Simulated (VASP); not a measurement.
Band structure of Ce (space group Cmcm). Level of theory: PBEsol GGA, VASP's PBE PAW potentials (set 64) (plane waves; VASP).

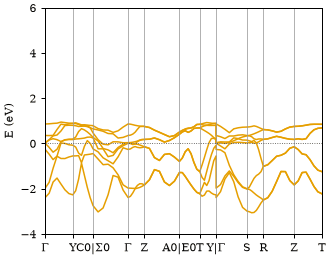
Figure: Bands along high-symmetry lines, zero at the valence-band maximum or, without a gap, the Fermi level

### Question
Read the plot: is there a gap, and where are the band edges?

### Answer
It has no gap at this level: it comes out as a metal or semimetal. (Edges off the drawn lines would not show.)

The structure comes from a measured Ce entry (Cmcm) of the Crystallography Open Database, whose conditions weren't checked. It was relaxed first. The run is not spin-polarised, so no magnetic state was tried.
